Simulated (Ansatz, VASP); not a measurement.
# LaN in two plane-wave programs, part 2 of 3

One calculation is typed for both programs; each brings its own data sets and cutoff. How far apart do they land?

VASP 6.6.1 and Ansatz 0.2.0.

So far: The structure; Ansatz: band structure, r2SCAN, spin-orbit coupling.

## 3. VASP: band structure, r2SCAN, spin-orbit coupling

Level of this step: r2SCAN, spin-orbit coupling; plane waves and PAW (La, N) (VASP).

The same cell, functional, mesh and smearing now go to VASP, with its own data sets and cutoff.

Lines of VASP's logs that name or quote its potential files are left out, and so is its time.

Contents of INCAR:

```
SYSTEM = LaN
PREC = Accurate
ENCUT = 520
EDIFF = 1E-06
NELM = 100
ISMEAR = -1
SIGMA = 0.05
LREAL = .FALSE.
ALGO = Normal
METAGGA = R2SCAN
LASPH = .TRUE.
LNONCOLLINEAR = .TRUE.
MAGMOM = 0 0 0 0 0 0 0 0 0 0 0 0
NBANDS = 44
GGA_COMPAT = .FALSE.
LSORBIT = .TRUE.
LMAXMIX = 6
LORBIT = 11
LWAVE = .FALSE.
LCHARG = .FALSE.
KPAR = 4
```

Contents of POSCAR:

```
LaN
1.0
    4.1362225310      0.0000000000      0.0000000000
   -2.0681112655      3.5820737876      0.0000000000
    0.0000000000      0.0000000000      5.9225931000
La N
2 2
Direct
    0.3333333300      0.6666666700      0.9975476600
    0.6666666700      0.3333333300      0.4975476600
    0.3333333300      0.6666666700      0.4124523400
    0.6666666700      0.3333333300      0.9124523400
```

Contents of KPOINTS:

```
Automatic mesh
0
Gamma
6 6 4
0 0 0
```

Contents of KPOINTS_OPT:

```
Line mode
16
Line-mode
Reciprocal
  0.00000000   0.00000000   0.00000000 GAMMA
  0.50000000   0.00000000   0.00000000 M

  0.50000000   0.00000000   0.00000000 M
  0.33333333   0.33333333   0.00000000 K

  0.33333333   0.33333333   0.00000000 K
  0.00000000   0.00000000   0.00000000 GAMMA

  0.00000000   0.00000000   0.00000000 GAMMA
  0.00000000   0.00000000   0.50000000 A

  0.00000000   0.00000000   0.50000000 A
  0.50000000   0.00000000   0.50000000 L

  0.50000000   0.00000000   0.50000000 L
  0.33333333   0.33333333   0.50000000 H

  0.33333333   0.33333333   0.50000000 H
  0.00000000   0.00000000   0.50000000 A

  0.50000000   0.00000000   0.50000000 L
  0.50000000   0.00000000   0.00000000 M

  0.33333333   0.33333333   0.00000000 K
  0.33333333   0.33333333   0.50000000 H
```

The projector-augmented-wave data sets are La and N (PBE family, release 64).

Command:

```bash
mpirun -np 4 vasp_ncl
```

Numbers of over 12 decimals in the logs are rounded to 6 here.

The program printed:

```text
[banner, memory and clock lines left out]
running    4 mpi-ranks, on    1 nodes
 distrk:  each k-point on    1 cores,    4 groups
 distr:  one band on    1 cores,    1 groups

 POSCAR found type information on POSCAR LaN
 POSCAR found :  2 types and       4 ions
|                                                                             |
|               ----> ADVICE to this user running VASP <----                  |
|                                                                             |
|     You enforced a specific xc type in the INCAR file but a different       |
|     [... a line on the potential file left out ...]
|     I HOPE YOU KNOW WHAT YOU ARE DOING!                                     |
|                                                                             |

 LDA part: xc-table for (None), standard interpolation
 POSCAR, INCAR and KPOINTS ok, starting setup
 FFT: planning ... GRIDC
 FFT: planning ... GRID_SOFT
 FFT: planning ... GRID
 WAVECAR not read
 entering main loop
       N       E                     dE             d eps       ncg     rms          rms(c)
DAV:   1     0.395202997892E+03    0.39520E+03   -0.11429E+04  2480   0.212E+03
DAV:   2     0.518554092188E+02   -0.34335E+03   -0.32810E+03  3520   0.412E+02
DAV:   3    -0.699745171851E+02   -0.12183E+03   -0.11638E+03  4160   0.254E+02
DAV:   4    -0.986207723905E+02   -0.28646E+02   -0.27081E+02  4636   0.129E+02
DAV:   5    -0.101278257249E+03   -0.26575E+01   -0.26336E+01  4800   0.521E+01    0.140E+01
DAV:   6    -0.837037291036E+02    0.17575E+02   -0.36589E+01  4280   0.444E+01    0.539E+00
DAV:   7    -0.845069153146E+02   -0.80319E+00   -0.44239E+00  4384   0.255E+01    0.386E+00
DAV:   8    -0.845604254075E+02   -0.53510E-01   -0.10369E+00  4512   0.981E+00    0.139E+00
DAV:   9    -0.845345359626E+02    0.25889E-01   -0.31789E-01  4544   0.420E+00    0.467E-01
DAV:  10    -0.845359065352E+02   -0.13706E-02   -0.24518E-02  4496   0.198E+00    0.239E-01
DAV:  11    -0.845373495624E+02   -0.14430E-02   -0.60510E-03  4616   0.651E-01    0.197E-01
DAV:  12    -0.845366691833E+02    0.68038E-03   -0.65988E-03  4592   0.594E-01    0.397E-02
DAV:  13    -0.845367241733E+02   -0.54990E-04   -0.56678E-04  4392   0.286E-01    0.209E-02
DAV:  14    -0.845367389426E+02   -0.14769E-04   -0.96107E-05  4872   0.101E-01    0.137E-02
DAV:  15    -0.845367366931E+02    0.22496E-05   -0.18886E-05  4560   0.435E-02    0.425E-03
DAV:  16    -0.845367367127E+02   -0.19599E-07   -0.87365E-06  3848   0.253E-02
   1 F= -.84536737E+02 E0= -.84536737E+02  d E =-.160544E-07  mag=    -0.0000    -0.0000    -0.0000
 Start KPOINTS_OPT (optional k-point list driver)
k-point batch [1-28\144]
       N       E                     dE             ncg
DAV:   1     0.813437237249E+04   -0.90450E+04     2464
DAV:   2    -0.154342046397E+04   -0.96778E+04     3552
DAV:   3    -0.434004968024E+04   -0.27966E+04     3792
DAV:   4    -0.494582323749E+04   -0.60577E+03     4652
DAV:   5    -0.502744807738E+04   -0.81625E+02     4824
DAV:   6    -0.503663379634E+04   -0.91857E+01     4904
DAV:   7    -0.503811130039E+04   -0.14775E+01     4920
DAV:   8    -0.503841459562E+04   -0.30330E+00     4904
DAV:   9    -0.503849485973E+04   -0.80264E-01     4920
DAV:  10    -0.503851697972E+04   -0.22120E-01     4904
DAV:  11    -0.503852335709E+04   -0.63774E-02     4920
DAV:  12    -0.505961821643E+04   -0.21095E+02     4720
DAV:  13    -0.503693600266E+04    0.22682E+02     3144
DAV:  14    -0.503848182128E+04   -0.15458E+01     2920
DAV:  15    -0.503851963856E+04   -0.37817E-01     2912
DAV:  16    -0.503852533777E+04   -0.56992E-02     2928
DAV:  17    -0.503852568430E+04   -0.34654E-03     2784
DAV:  18    -0.503852575969E+04   -0.75391E-04     2232
DAV:  19    -0.503852576755E+04   -0.78593E-05     2024
DAV:  20    -0.503852576862E+04   -0.10651E-05     1976
DAV:  21    -0.503852576892E+04   -0.30906E-06     1928
[...]
k-point batch [141-144\144]
       N       E                     dE             ncg
DAV:   1     0.246336023026E+05   -0.30792E+04      352
DAV:   2     0.233414454236E+05   -0.12922E+04      480
DAV:   3     0.228824133613E+05   -0.45903E+03      592
DAV:   4     0.227965033496E+05   -0.85910E+02      640
DAV:   5     0.227882955171E+05   -0.82078E+01      680
DAV:   6     0.227872057796E+05   -0.10897E+01      704
DAV:   7     0.227870203028E+05   -0.18548E+00      696
DAV:   8     0.227869746467E+05   -0.45656E-01      704
DAV:   9     0.227869622973E+05   -0.12349E-01      696
DAV:  10     0.227869588747E+05   -0.34226E-02      704
DAV:  11     0.227869578937E+05   -0.98105E-03      696
DAV:  12     0.227869576318E+05   -0.26187E-03      608
DAV:  13     0.227869575601E+05   -0.71712E-04      432
DAV:  14     0.227869575409E+05   -0.19182E-04      416
DAV:  15     0.227869575358E+05   -0.50660E-05      416
DAV:  16     0.227869575344E+05   -0.13986E-05      416
DAV:  17     0.227869575341E+05   -0.33864E-06      392
```

Parts of OUTCAR (step 3):

```text
ion  position               nearest neighbor table
   1  0.333  0.667  0.998-   4 2.44   4 2.44   4 2.44   3 2.46
   2  0.667  0.333  0.498-   3 2.44   3 2.44   3 2.44   4 2.46
   3  0.333  0.667  0.412-   2 2.44   2 2.44   2 2.44   1 2.46
   4  0.667  0.333  0.912-   1 2.44   1 2.44   1 2.44   2 2.46

  LATTYP: Found a hexagonal cell.
 ALAT       =     4.1362225310
 C/A-ratio  =     1.4318845409

 Subroutine GETGRP returns: Found 12 space group operations
 (whereof  6 operations were pure point group operations)

The static configuration has the point symmetry C_3v.
 The point group associated with its full space group is C_6v.

 Found     28 irreducible k-points:

   k-points           NKPTS =     28   k-points in BZ     NKDIM =     28   number of bands    NBANDS=     44

   dimension x,y,z NGX =    32 NGY =   32 NGZ =   48
   dimension x,y,z NGXF=    64 NGYF=   64 NGZF=   96

   ENCUT  =  520.0 eV  38.22 Ry    6.18 a.u.   7.69  7.69 11.01*2*pi/ulx,y,z

   NELECT =      32.0000    total number of electrons

 k-points in reciprocal lattice and weights: Automatic mesh
   0.00000000  0.00000000  0.00000000       0.007
   0.16666667  0.00000000  0.00000000       0.042
   0.33333333  0.00000000  0.00000000       0.042
   0.50000000  0.00000000  0.00000000       0.021
   0.16666667  0.16666667  0.00000000       0.042
   0.33333333  0.16666667  0.00000000       0.083
   0.33333333  0.33333333  0.00000000       0.014
   0.00000000  0.00000000  0.25000000       0.007
   0.00000000  0.00000000 -0.25000000       0.007
[...]
0.33333333  0.16666667  0.50000000       0.083
   0.33333333  0.33333333  0.50000000       0.014

 average (electrostatic) potential at core
       1-101.7002       2-101.7002       3 -63.2050       4 -63.2050

 E-fermi :   7.0496

 k-point     1 :       0.0000    0.0000    0.0000
  band No.  band energies     occupation
    ...
     28       4.5487      1.00000
     29       4.7226      1.00000
     30       4.7226      1.00000
     31       5.8042      1.00000
     32       5.8042      1.00000
     33       7.7562      0.00000
     34       7.7562      0.00000
     35       9.4697      0.00000
     36       9.4697      0.00000
     37       9.4735      0.00000
    ...

 k-point     2 :       0.1667    0.0000    0.0000
  band No.  band energies     occupation
    ...
     28       4.8258      1.00000
     29       4.8418      1.00000
     30       4.8435      1.00000
     31       5.6601      1.00000
     32       5.7381      1.00000
     33       8.3410      0.00000
     34       8.3439      0.00000
     35       8.9247      0.00000
     36       8.9513      0.00000
     37       9.2865      0.00000
    ...

 k-point     3 :       0.3333    0.0000    0.0000
  band No.  band energies     occupation
    ...
     28       5.2029      1.00000
     29       5.4114      1.00000
     30       5.5159      1.00000
     31       5.6295      1.00000
     32       5.6577      1.00000
     33       8.1749      0.00000
     34       8.1780      0.00000
     35       9.2746      0.00000
     36       9.2822      0.00000
     37       9.3107      0.00000
    ...

  Total       -0.0752383     -0.0752383     -0.1253007      0.0000000      0.0000000      0.0000000
  in kB       -1.3737227     -1.3737227     -2.2877769      0.0000000      0.0000000      0.0000000
  external PRESSURE =      -1.6784074 kB  Pullay stress =       0.0000000 kB

  energy-cutoff  :      520.00
  volume of cell :       87.75
      direct lattice vectors                 reciprocal lattice vectors
     4.136222531  0.000000000  0.000000000     0.241766489  0.139583948  0.000000000
    -2.068111265  3.582073788  0.000000000     0.000000000  0.279167895  0.000000000
     0.000000000  0.000000000  5.922593100     0.000000000  0.000000000  0.168844961

 POSITION                                       TOTAL-FORCE (eV/Angst)
 -----------------------------------------------------------------------------------
     -0.00000      2.38805      5.90807         0.000000      0.000000     -0.017643
      2.06811      1.19402      2.94677        -0.000000     -0.000000     -0.017643
     -0.00000      2.38805      2.44279        -0.000000     -0.000000      0.017643
      2.06811      1.19402      5.40408         0.000000      0.000000      0.017643
 -----------------------------------------------------------------------------------
    total drift:                               -0.000031      0.000018      0.004398

  FREE ENERGIE OF THE ION-ELECTRON SYSTEM (eV)
  ---------------------------------------------------
  free  energy   TOTEN  =       -84.5367367127 eV

  energy  without entropy=      -84.5367366966  energy(sigma->0) =      -84.53673670

 Spin-Orbit-Coupling matrix elements
 Ion:    1  E_soc:     -0.5556210
 Ion:    2  E_soc:     -0.5556210
 Ion:    3  E_soc:     -0.0002138
 Ion:    4  E_soc:     -0.0002138

 total charge
# of ion       s       p       d       f       tot
--------------------------------------------------
    1        2.005   5.684   0.764   0.180   8.632
    2        2.005   5.684   0.764   0.180   8.632
    3        1.274   2.390   0.000   0.000   3.664
    4        1.274   2.390   0.000   0.000   3.664
--------------------------------------------------
tot          6.558  16.147   1.528   0.360  24.593

 magnetization (x)
# of ion       s       p       d       f       tot
--------------------------------------------------
    1       -0.000  -0.000  -0.000  -0.000  -0.000
    2        0.000  -0.000   0.000   0.000   0.000
    3        0.000   0.000   0.000   0.000   0.000
    4       -0.000  -0.000   0.000   0.000  -0.000
--------------------------------------------------
tot         -0.000  -0.000   0.000   0.000  -0.000

 magnetization (y)
# of ion       s       p       d       f       tot
--------------------------------------------------
    1        0.000   0.000   0.000   0.000   0.000
    2        0.000   0.000   0.000   0.000   0.000
    3        0.000   0.000   0.000   0.000   0.000
    4       -0.000  -0.000   0.000   0.000  -0.000
--------------------------------------------------
tot          0.000  -0.000   0.000   0.000  -0.000

 magnetization (z)
# of ion       s       p       d       f       tot
--------------------------------------------------
    1        0.000  -0.000   0.000  -0.000  -0.000
    2        0.000   0.000   0.000  -0.000   0.000
    3        0.000  -0.000   0.000   0.000  -0.000
    4        0.000   0.000   0.000   0.000   0.000
--------------------------------------------------
tot          0.000  -0.000   0.000  -0.000   0.000

[... 3 further parts left out ...]
```

The run ends at a pressure of -0.17 GPa, with forces up to 0.018 eV/Å.

## 4. Comparison

Known differences besides the PAW data sets themselves: spin-orbit coupling enters by fully relativistic files in Ansatz and inside the spheres in VASP; VASP keeps PBE cores, Ansatz makes them for the functional; the cutoff is 500 eV in Ansatz and 520 eV in VASP. Total energies have different zeros and are not compared.

The two programs side by side:

```
                     quantity  Ansatz   VASP  difference
               pressure (GPa)    0.14  -0.17       +0.31
gap over the path points (eV)   1.425  1.453      -0.028
```

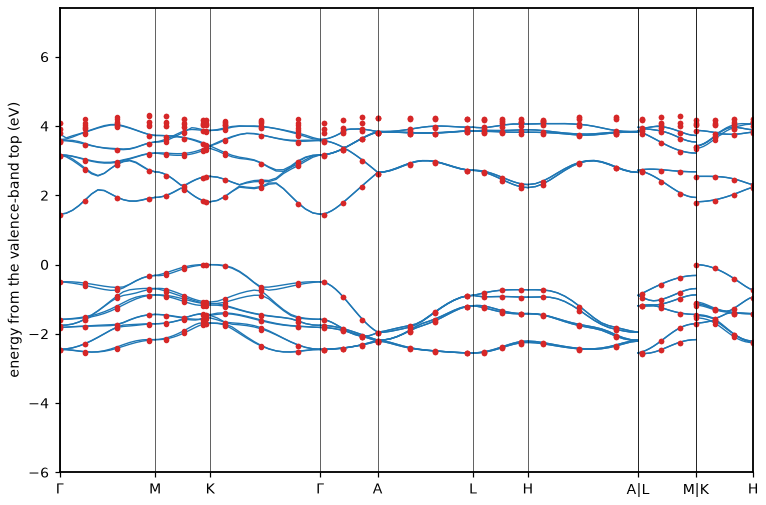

Bands from VASP (lines) and levels from Ansatz (dots). Dots without a line are higher empty bands that the VASP plot leaves out.

Levels at points of the path, from each program's valence-band top (eV; 8 filled, then empty):

```
k (reciprocal lattice)                                                                         Ansatz                                                                           VASP
     0.000 0.000 0.000  -1.84 -1.84 -1.77 -1.77 -1.60 -1.60 -0.50 -0.50 1.43 1.43 3.14 3.14 3.15 3.15  -1.81 -1.81 -1.75 -1.75 -1.58 -1.58 -0.50 -0.50 1.45 1.45 3.17 3.17 3.17 3.17
     0.133 0.000 0.000  -1.80 -1.79 -1.59 -1.59 -1.55 -1.53 -0.61 -0.54 1.84 1.84 2.72 2.76 3.00 3.02  -1.78 -1.77 -1.57 -1.57 -1.53 -1.51 -0.60 -0.54 1.86 1.87 2.75 2.78 3.03 3.04
     0.300 0.000 0.000  -1.76 -1.74 -1.28 -1.21 -0.97 -0.92 -0.75 -0.67 1.92 1.92 2.87 2.87 2.93 2.96  -1.74 -1.73 -1.26 -1.20 -0.96 -0.91 -0.74 -0.66 1.95 1.95 2.90 2.90 2.96 2.98
     0.467 0.000 0.000  -1.47 -1.47 -0.91 -0.90 -0.73 -0.69 -0.34 -0.34 1.89 1.89 2.70 2.71 3.18 3.18  -1.45 -1.45 -0.89 -0.88 -0.72 -0.69 -0.33 -0.33 1.91 1.92 2.72 2.73 3.20 3.21
     0.467 0.067 0.000  -1.48 -1.48 -0.93 -0.91 -0.78 -0.72 -0.30 -0.24 1.97 1.98 2.57 2.57 3.15 3.19  -1.47 -1.46 -0.92 -0.89 -0.77 -0.71 -0.29 -0.24 1.99 2.00 2.60 2.60 3.18 3.22
     0.411 0.178 0.000  -1.55 -1.54 -1.09 -1.02 -0.96 -0.91 -0.12 -0.07 2.17 2.17 2.25 2.27 3.14 3.19  -1.53 -1.52 -1.07 -1.00 -0.95 -0.90 -0.12 -0.07 2.19 2.19 2.27 2.29 3.16 3.21
     0.356 0.289 0.000   -1.45 -1.43 -1.20 -1.14 -1.12 -1.08 -0.01 0.00 1.83 1.83 2.50 2.50 3.27 3.31   -1.44 -1.42 -1.18 -1.12 -1.11 -1.07 -0.01 0.00 1.85 1.85 2.52 2.52 3.29 3.34
     0.344 0.311 0.000   -1.47 -1.44 -1.19 -1.14 -1.14 -1.09 -0.01 0.00 1.80 1.80 2.52 2.52 3.31 3.36   -1.45 -1.43 -1.17 -1.13 -1.12 -1.08 -0.01 0.00 1.82 1.82 2.54 2.54 3.33 3.38
     0.289 0.289 0.000  -1.44 -1.41 -1.22 -1.19 -1.10 -1.00 -0.04 -0.03 1.94 1.94 2.44 2.44 3.17 3.21  -1.42 -1.39 -1.20 -1.18 -1.09 -0.99 -0.04 -0.03 1.96 1.96 2.46 2.46 3.19 3.23
     0.178 0.178 0.000  -1.64 -1.62 -1.48 -1.47 -0.90 -0.78 -0.69 -0.66 2.20 2.23 2.38 2.42 2.90 2.91  -1.62 -1.60 -1.46 -1.45 -0.89 -0.76 -0.68 -0.65 2.23 2.26 2.40 2.44 2.93 2.94
```

At this near-relaxed geometry the largest component of a force difference is 4 meV/Å. Among the levels compared (up to four filled and three empty ones at each point), filled levels agree within 22 meV and empty ones within 40 meV.

(Continued in part 3 of 3.)

[Lines on the potential files, build, host, timing and source positions are cut from VASP's logs without a mark.]

[Logs are printed without paths, hosts, clocks, repeated set-up lines and the standing remarks that a program may print on its own settings, such as how far it seeks lower states.]

[Hosts, paths, dates, database ids (printed as entryN), source tags and the programs' standing remarks are cut or masked in the printed files.]
